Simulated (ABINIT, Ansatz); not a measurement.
# Li3SI (Pm-3m): from the cell to the phonon bands, part 2 of 3

How does Li3SI (Pm-3m) vibrate, and is this structure a minimum?

ABINIT 10.8.3; DFT LDA, scalar-relativistic, plane waves, PseudoDojo norm-conserving pseudopotentials.

So far. Step 5 (Linear response at Γ): The acoustic modes at Γ come out as far as 0.1 cm⁻¹ from zero, where they should vanish, a small numerical error; the Born charges miss their sum rule by 0.028 e, which is fair. The lowest optical mode is imaginary, 46i cm⁻¹, an instability at this level and on this k mesh. The relaxed cell has a = 4.611 Å (conventional setting).

The structure was built from a prototype and need not be the compound's stable phase.

## (6) Phonons on a q mesh

Linear response treats each wavevector of the 2×2×2 mesh in the unit cell; the first-order potentials are kept for the electron-phonon matrix elements.

Input file dfpt_q.abi:

```
ndtset 3

# wavevectors
qpt1 0.5 0.0 0.0
qpt2 0.5 0.5 0.0
qpt3 0.5 0.5 0.5

# displacements
getwfk_filepath "gso_WFK"
getwfq_filepath "gso_WFK"
kptopt 3
nqpt 1
rfphon 1
rfatpol 1 5
rfdir 1 1 1
tolvrs 1.0d-10
prtwf 0
prtpot 1

# basis, mesh and filling
ecut 33.0
ngkpt 4 4 4
nshiftk 1
shiftk 0.0 0.0 0.0
istwfk *1
occopt 1
nband 11
nstep 100
diemac 9.0
prtebands 0
prtgsr 0
useylm 1

# cell and atoms
acell 3*1.0 Angstrom
rprim 
    4.610580155 0.0 0.0
    0.0 4.610580155 0.0
    0.0 0.0 4.610580155
ntypat 3
znucl 53 16 3
natom 5
typat 1 2 3 3 3
xred 
    0.0 0.0 0.0
    0.5 0.5 0.5
    0.5 0.5 0.0
    0.5 0.0 0.5
    0.0 0.5 0.5
pp_dirpath "./pseudo"
pseudos "I.upf, S.upf, Li.upf"
```

On the command line:

```bash
OMP_NUM_THREADS=1 mpirun -n 4 abinit dfpt_q.abi > dfpt_q.log
```

Numbers of over 12 decimals in the logs are rounded to 6 here.

dfpt_q.abo, the main output file:

```text
[banners, grids, parts of the stress and lines that vanish by symmetry left out]
- input  file    -> dfpt_q.abi
- output file    -> dfpt_q.abo
- root for input  files -> dfpt_qi
[...]
DATASET    1 : space group Pm -3 m (#221); Bravais cP (primitive cubic)
[...]
nfft =      110592          nkpt =          64
[...]
DATASET    2 : space group Pm -3 m (#221); Bravais cP (primitive cubic)
[...]
nfft =      110592          nkpt =          64
[...]
DATASET    3 : space group Pm -3 m (#221); Bravais cP (primitive cubic)
[...]
nfft =      110592          nkpt =          64
[...]
== DATASET  1 ==================================================================
[...]
cutoff_energies: {ecut:  33.0, pawecutdg:  -1.0, }
[...]
Perturbation : displacement of atom   1   along direction   1
[...]
-ETOT  1   3.398360     -4.234E+02 3.862E+00 3.463E+04
 ETOT  2   1.722213     -1.676E+00 1.537E-03 7.409E+02
 ETOT  3   1.692376     -2.984E-02 7.508E-05 4.186E+02
 ETOT  4   1.671557     -2.082E-02 1.422E-05 1.820E+00
 ETOT  5   1.671177     -3.799E-04 4.542E-07 9.079E-02
[...]
At SCF step   10       vres2   =  5.45E-11 < tolvrs=  1.00E-10 =>converged.
[...]
Perturbation : displacement of atom   1   along direction   2
[...]
-ETOT  1   1.142028     -3.439E+02 3.874E+00 6.591E+02
[...]
At SCF step    9       vres2   =  5.51E-11 < tolvrs=  1.00E-10 =>converged.
[...]
Perturbation : displacement of atom   2   along direction   1
[...]
-ETOT  1   15.536843771730     -6.060E+02 2.084E+00 1.530E+05
[...]
At SCF step   11       vres2   =  6.36E-12 < tolvrs=  1.00E-10 =>converged.
[...]
Perturbation : displacement of atom   2   along direction   2
[...]
-ETOT  1   7.616860     -5.538E+02 2.303E+00 8.152E+03
[...]
At SCF step   10       vres2   =  5.94E-12 < tolvrs=  1.00E-10 =>converged.
[...]
Perturbation : displacement of atom   3   along direction   1
[...]
-ETOT  1   1.276980     -2.611E+03 3.021E+01 1.165E+03
[...]
Perturbation : displacement of atom   3   along direction   2
[...]
-ETOT  1  0.771123     -2.596E+03 3.024E+01 4.816E+02
[...]
Perturbation : displacement of atom   3   along direction   3
[...]
-ETOT  1   5.978211     -2.579E+03 2.830E+01 3.056E+03
[...]
Perturbation : displacement of atom   5   along direction   1
[...]
-ETOT  1   5.750032     -2.594E+03 2.839E+01 8.729E+02
[...]
Perturbation : displacement of atom   5   along direction   2
[...]
-ETOT  1  0.664363     -2.596E+03 3.014E+01 4.041E+02
[...]
Phonon wavevector (reduced coordinates) :  0.50000  0.00000  0.00000
 Phonon energies in Hartree :
[...]
Phonon frequencies in cm-1    :
- -6.296829E+00 -6.296829E+00  4.438185E+01  4.438185E+01  6.629315E+01
-  7.378069E+01  7.378069E+01  8.548972E+01  1.462547E+02  1.462547E+02
-  1.878345E+02  3.015780E+02  5.027424E+02  5.244275E+02  5.244275E+02
[...]
== DATASET  2 ==================================================================
[...]
cutoff_energies: {ecut:  33.0, pawecutdg:  -1.0, }
[...]
Perturbation : displacement of atom   1   along direction   1
[...]
-ETOT  1   1.737241     -3.856E+02 3.806E+00 4.878E+03
[...]
Perturbation : displacement of atom   1   along direction   3
[...]
-ETOT  1  0.956894     -3.412E+02 3.792E+00 4.164E+02
[...]
Perturbation : displacement of atom   2   along direction   1
[...]
-ETOT  1   9.832539     -5.827E+02 2.264E+00 3.552E+04
[...]
Perturbation : displacement of atom   2   along direction   3
[...]
-ETOT  1   7.192267     -5.521E+02 2.299E+00 6.621E+03
[...]
Perturbation : displacement of atom   3   along direction   1
[...]
-ETOT  1   1.099737     -2.604E+03 3.026E+01 5.179E+03
[...]
Perturbation : displacement of atom   3   along direction   3
[...]
-ETOT  1   5.943803     -2.578E+03 2.843E+01 2.808E+03
[...]
Perturbation : displacement of atom   4   along direction   1
[...]
-ETOT  1   1.429564     -2.603E+03 3.025E+01 1.520E+03
[...]
Perturbation : displacement of atom   4   along direction   2
[...]
-ETOT  1   5.801477     -2.587E+03 2.834E+01 6.621E+02
[...]
Perturbation : displacement of atom   4   along direction   3
[...]
-ETOT  1  0.760979     -2.596E+03 3.008E+01 9.435E+01
[...]
Phonon wavevector (reduced coordinates) :  0.50000  0.50000  0.00000
 Phonon energies in Hartree :
[...]
Phonon frequencies in cm-1    :
- -1.180177E+02 -5.602208E+01 -5.602208E+01  4.642968E+01  7.489376E+01
-  7.489376E+01  1.053594E+02  1.053594E+02  1.179846E+02  2.466653E+02
-  2.466653E+02  2.999626E+02  4.644683E+02  5.240994E+02  5.463784E+02
[...]
== DATASET  3 ==================================================================
[...]
cutoff_energies: {ecut:  33.0, pawecutdg:  -1.0, }
[...]
Perturbation : displacement of atom   1   along direction   1
[...]
-ETOT  1   1.786150     -3.705E+02 3.802E+00 2.870E+03
[...]
Perturbation : displacement of atom   2   along direction   1
[...]
-ETOT  1   9.785517     -5.717E+02 2.277E+00 2.502E+04
[...]
Perturbation : displacement of atom   3   along direction   1
[...]
-ETOT  1  0.809936     -2.601E+03 3.016E+01 1.551E+03
[...]
At SCF step    9       vres2   =  2.70E-11 < tolvrs=  1.00E-10 =>converged.
[...]
Perturbation : displacement of atom   3   along direction   3
[...]
-ETOT  1   5.692488     -2.584E+03 2.839E+01 1.236E+03
[...]
ETOT  9   4.958335      3.638E-12 6.101E-15 1.361E-10
 ETOT 10   4.958335      3.365E-11 2.320E-16 7.953E-12
 At SCF step   10       vres2   =  7.95E-12 < tolvrs=  1.00E-10 =>converged.
[...]
Phonon wavevector (reduced coordinates) :  0.50000  0.50000  0.50000
 Phonon energies in Hartree :
[...]
Phonon frequencies in cm-1    :
- -1.283988E+02 -1.283988E+02 -1.283988E+02  3.340615E+01  3.340615E+01
-  3.340615E+01  1.600310E+02  1.600310E+02  1.600310E+02  2.531872E+02
-  2.531872E+02  2.531872E+02  4.652148E+02  4.652148E+02  5.595921E+02
[...]
strten2     0.0000000000E+00  0.0000000000E+00  0.0000000000E+00
           strten3     0.0000000000E+00  0.0000000000E+00  0.0000000000E+00
================================================================================
```

The job ended after 7.6 min (4 MPI ranks of Arm Neoverse V1, shared host).

Numbers from this step:

- lowest mode on the q mesh (acoustic ones at the zone centre apart): -128.4 cm⁻¹

Frequencies (cm⁻¹) before the sum rule at the irreducible wavevectors but Γ, which is solved apart; negative means imaginary. Frequencies by wavevector:

| q (fractions) | star | mode 1 | mode 2 | mode 3 | mode 4 | mode 13 | mode 14 | mode 15 |
| --- | --- | --- | --- | --- | --- | --- | --- | --- |
| 0.5 0 0 | 3 | -6.3 | -6.3 | 44.38 | 44.38 | 502.7 | 524.4 | 524.4 |
| 0.5 0.5 0 | 3 | -118 | -56.02 | -56.02 | 46.43 | 464.5 | 524.1 | 546.4 |
| 0.5 0.5 0.5 | 1 | -128.4 | -128.4 | -128.4 | 33.41 | 465.2 | 465.2 | 559.6 |

## (7) Interpolated phonon bands

anaddb transforms the dynamical matrices to force constants, with the dipole-dipole part treated apart, and back along the path; points of the mesh come back as solved, but for the sum rule and, in polar crystals, the LO-TO term at Γ; the rest is interpolation.

Input file anaddb.abi:

```
ddb_filepath "all_DDB"
output_file "anaddb.abo"
outdata_prefix "anaddb"
ifcflag 1
ngqpt 2 2 2
nqshft 1
q1shft 0.0 0.0 0.0
asr 1
chneut 1
dipdip 1
dipquad 0
quadquad 0
enunit 0
eivec 0
nph1l 62
qph1l 
    0.0 5.0d-06 0.0 1.0
    0.0 0.05 0.0 1.0
    0.0 0.1 0.0 1.0
    0.0 0.15 0.0 1.0
    0.0 0.2 0.0 1.0
    0.0 0.25 0.0 1.0
    0.0 0.3 0.0 1.0
    0.0 0.35 0.0 1.0
    0.0 0.4 0.0 1.0
    0.0 0.45 0.0 1.0
    0.0 0.5 0.0 1.0
    0.05 0.5 0.0 1.0
    0.1 0.5 0.0 1.0
    0.15 0.5 0.0 1.0
    0.2 0.5 0.0 1.0
    0.25 0.5 0.0 1.0
    0.3 0.5 0.0 1.0
    0.35 0.5 0.0 1.0
    0.4 0.5 0.0 1.0
    0.45 0.5 0.0 1.0
    0.5 0.5 0.0 1.0
    0.45 0.45 0.0 1.0
    0.4 0.4 0.0 1.0
    0.35 0.35 0.0 1.0
    0.3 0.3 0.0 1.0
    0.25 0.25 0.0 1.0
    0.2 0.2 0.0 1.0
    0.15 0.15 0.0 1.0
    0.1 0.1 0.0 1.0
    0.05 0.05 0.0 1.0
    5.0d-06 5.0d-06 5.0d-06 1.0
    0.05 0.05 0.05 1.0
    0.1 0.1 0.1 1.0
    0.15 0.15 0.15 1.0
    0.2 0.2 0.2 1.0
    0.25 0.25 0.25 1.0
    0.3 0.3 0.3 1.0
    0.35 0.35 0.35 1.0
    0.4 0.4 0.4 1.0
    0.45 0.45 0.45 1.0
    0.5 0.5 0.5 1.0
    0.45 0.5 0.45 1.0
    0.4 0.5 0.4 1.0
    0.35 0.5 0.35 1.0
    0.3 0.5 0.3 1.0
    0.25 0.5 0.25 1.0
    0.2 0.5 0.2 1.0
    0.15 0.5 0.15 1.0
    0.1 0.5 0.1 1.0
    0.05 0.5 0.05 1.0
    0.0 0.5 0.0 1.0
    0.5 0.5 0.5 1.0
    0.5 0.5 0.45 1.0
    0.5 0.5 0.4 1.0
    0.5 0.5 0.35 1.0
    0.5 0.5 0.3 1.0
    0.5 0.5 0.25 1.0
    0.5 0.5 0.2 1.0
    0.5 0.5 0.15 1.0
    0.5 0.5 0.1 1.0
    0.5 0.5 0.05 1.0
    0.5 0.5 0.0 1.0
```

Input file mrgddb.in:

```
all_DDB
merged
4
dfpt_gammao_DS2_DDB
dfpt_qo_DS1_DDB
dfpt_qo_DS2_DDB
dfpt_qo_DS3_DDB
```

On the command line:

```bash
mrgddb < mrgddb.in > mrgddb.log
OMP_NUM_THREADS=1 anaddb anaddb.abi > anaddb.log
```

anaddb.abo, the main output file:

```text
[banners, grids, parts of the stress and lines that vanish by symmetry left out]
-outvars_anaddb: echo values of input variables ----------------------

 Flags :
[...]
Dielectric Tensor and Effective Charges
[...]
Effective charge tensors after
[...]
Phonon wavevector (reduced coordinates) :  0.00000  0.00001  0.00000
 Phonon energies in Hartree :
[...]
Phonon frequencies in cm-1    :
- -4.607055E+01 -4.607055E+01 -4.607055E+01 -3.742386E+01 -3.742386E+01
-  0.000000E+00  0.000000E+00  0.000000E+00  1.121588E+02  1.361392E+02
-  1.361392E+02  2.286682E+02  5.245825E+02  5.245825E+02  5.588071E+02
[...]
Phonon wavevector (reduced coordinates) :  0.00000  0.05000  0.00000
 Phonon energies in Hartree :
[...]
Phonon frequencies in cm-1    :
- -4.448659E+01 -4.448659E+01 -4.348489E+01 -3.650199E+01 -3.650199E+01
-  8.815266E+00  8.815266E+00  1.641534E+01  1.148738E+02  1.363104E+02
-  1.363104E+02  2.295886E+02  5.245786E+02  5.245786E+02  5.577734E+02
[...]
Phonon wavevector (reduced coordinates) :  0.00000  0.10000  0.00000
 Phonon energies in Hartree :
[...]
Phonon frequencies in cm-1    :
- -4.018112E+01 -4.018112E+01 -3.491621E+01 -3.337049E+01 -3.337049E+01
-  1.813700E+01  1.813700E+01  3.067179E+01  1.227278E+02  1.368249E+02
-  1.368249E+02  2.324304E+02  5.245674E+02  5.245674E+02  5.547124E+02
[...]
Phonon wavevector (reduced coordinates) :  0.00000  0.15000  0.00000
 Phonon energies in Hartree :
[...]
Phonon frequencies in cm-1    :
- -3.508593E+01 -3.508593E+01 -2.624599E+01 -2.624599E+01 -1.316991E+01
-  2.837073E+01  2.837073E+01  4.167980E+01  1.345106E+02  1.376814E+02
-  1.376814E+02  2.374237E+02  5.245500E+02  5.245500E+02  5.497497E+02
[...]
Phonon wavevector (reduced coordinates) :  0.00000  0.20000  0.00000
 Phonon energies in Hartree :
[...]
Phonon frequencies in cm-1    :
- -3.057716E+01 -3.057716E+01 -1.152111E+01 -1.152111E+01  3.380954E+01
-  3.925633E+01  3.925633E+01  4.966098E+01  1.388638E+02  1.388638E+02
[...]
Phonon wavevector (reduced coordinates) :  0.00000  0.25000  0.00000
 Phonon energies in Hartree :
[...]
Phonon frequencies in cm-1    :
[...]
Phonon wavevector (reduced coordinates) :  0.00000  0.30000  0.00000
 Phonon energies in Hartree :
[...]
Phonon frequencies in cm-1    :
[...]
Phonon wavevector (reduced coordinates) :  0.00000  0.35000  0.00000
 Phonon energies in Hartree :
[...]
Phonon frequencies in cm-1    :
[...]
Phonon wavevector (reduced coordinates) :  0.00000  0.40000  0.00000
 Phonon energies in Hartree :
[...]
Phonon frequencies in cm-1    :
[...]
Phonon wavevector (reduced coordinates) :  0.00000  0.45000  0.00000
 Phonon energies in Hartree :
[...]
Phonon frequencies in cm-1    :
[...]
Phonon wavevector (reduced coordinates) :  0.00000  0.50000  0.00000
 Phonon energies in Hartree :
[...]
Phonon frequencies in cm-1    :
[...]
Phonon wavevector (reduced coordinates) :  0.05000  0.50000  0.00000
 Phonon energies in Hartree :
[...]
Phonon frequencies in cm-1    :
[...]
Phonon wavevector (reduced coordinates) :  0.10000  0.50000  0.00000
 Phonon energies in Hartree :
[...]
Phonon frequencies in cm-1    :
[...]
Phonon wavevector (reduced coordinates) :  0.15000  0.50000  0.00000
 Phonon energies in Hartree :
[...]
Phonon frequencies in cm-1    :
[...]
Phonon frequencies in cm-1    :
[...]
Phonon wavevector (reduced coordinates) :  0.25000  0.25000  0.25000
 Phonon energies in Hartree :
[...]
Phonon frequencies in cm-1    :
[...]
-  5.311465E+01  1.514366E+02  1.514366E+02  1.797480E+02  1.961541E+02
-  1.961541E+02  2.441660E+02  4.969347E+02  4.969347E+02  5.577459E+02
  Phonon wavevector (reduced coordinates) :  0.30000  0.30000  0.30000
 Phonon energies in Hartree :
[...]
Phonon frequencies in cm-1    :
- -1.041612E+02 -9.967046E+01 -9.967046E+01  4.331600E+01  4.331600E+01
-  4.936877E+01  1.643025E+02  1.643025E+02  1.934220E+02  2.111669E+02
-  2.111669E+02  2.385927E+02  4.884373E+02  4.884373E+02  5.587627E+02
  Phonon wavevector (reduced coordinates) :  0.35000  0.35000  0.35000
 Phonon energies in Hartree :
[...]
Phonon frequencies in cm-1    :
- -1.127812E+02 -1.100603E+02 -1.100603E+02  4.189500E+01  4.189500E+01
[...]
Phonon wavevector (reduced coordinates) :  0.40000  0.40000  0.40000
 Phonon energies in Hartree :
[...]
Phonon frequencies in cm-1    :
[...]
Phonon wavevector (reduced coordinates) :  0.45000  0.45000  0.45000
 Phonon energies in Hartree :
[...]
Phonon frequencies in cm-1    :
[...]
Phonon wavevector (reduced coordinates) :  0.50000  0.50000  0.50000
 Phonon energies in Hartree :
[...]
Phonon wavevector (reduced coordinates) :  0.50000  0.50000  0.05000
 Phonon energies in Hartree :
[...]
Phonon frequencies in cm-1    :
[...]
Phonon wavevector (reduced coordinates) :  0.50000  0.50000  0.00000
 Phonon energies in Hartree :
[...]
Phonon frequencies in cm-1    :
[...]
-  7.489388E+01  1.053596E+02  1.053596E+02  1.179841E+02  2.466650E+02
-  2.466650E+02  2.999627E+02  4.644682E+02  5.240994E+02  5.463783E+02
-
```

Elapsed: 0.79 s, on 1 thread.

This step gave:

```yaml
lowest_frequency_on_the_path: -128.4 cm⁻¹
```

Anaddb, dipole-dipole term. Phonon branches along the path, in cm⁻¹:

| point | branch 1 | branch 2 | branch 3 | branch 4 | branch 12 | branch 13 | branch 14 | branch 15 |
| --- | --- | --- | --- | --- | --- | --- | --- | --- |
| Γ | -46 | -46 | -46 | -37 | 229 | 525 | 525 | 559 |
| X | -6 | -6 | 44 | 44 | 302 | 503 | 524 | 524 |
| M | -118 | -56 | -56 | 46 | 300 | 464 | 524 | 546 |
| Γ | -46 | -46 | -46 | -37 | 229 | 525 | 525 | 559 |
| R | -128 | -128 | -128 | 33 | 253 | 465 | 465 | 560 |
| X | -6 | -6 | 44 | 44 | 302 | 503 | 524 | 524 |
| jump to R | -128 | -128 | -128 | 33 | 253 | 465 | 465 | 560 |
| M | -118 | -56 | -56 | 46 | 300 | 464 | 524 | 546 |

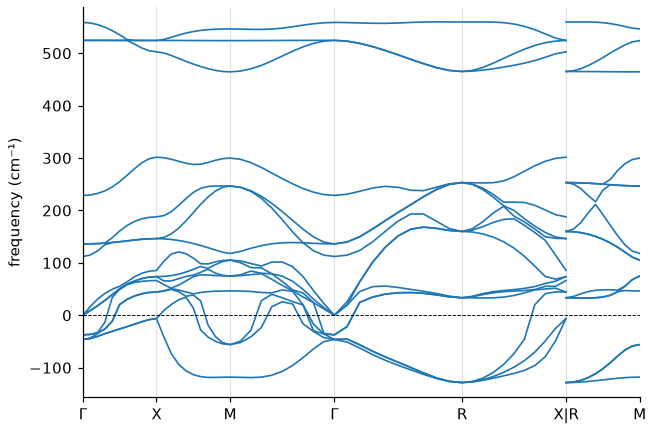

Phonon branches along the path.

The path dips to 128i cm⁻¹.

[end of part 2 of 3]

[Host names and launcher messages were left out of these logs when they were recorded.]

[Logs are printed without paths, hosts, clocks, repeated set-up lines and the standing remarks that a program may print on its own settings, such as how far it seeks lower states.]

[Hosts, paths, dates, database ids (printed as entryN), source tags and the programs' standing remarks are cut or masked in the printed files.]
